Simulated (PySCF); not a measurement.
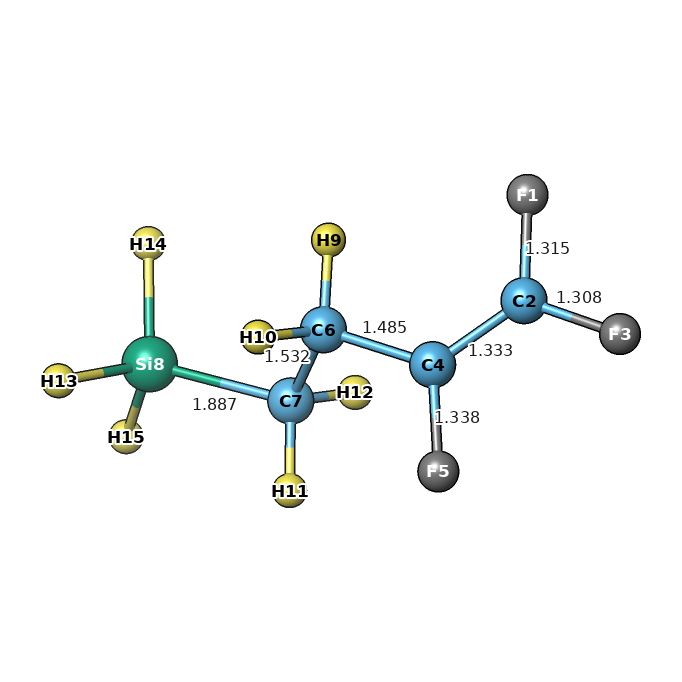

The numbers beside the sticks are distances in Å. Sticks don't show bond order. The geometry was computed by an optimisation with PBE0-D3(BJ)/def2-SVP. No frequency run is at hand to confirm it as a minimum.

### Which of the marked bonds are single, double, triple or aromatic?

F1–C2 single; C2–F3 single; C2–C4 double; C4–F5 single; C4–C6 single; C6–C7 single; C7–Si8 single.

### Write the SMILES.

FC(F)=C(F)CC[SiH3]
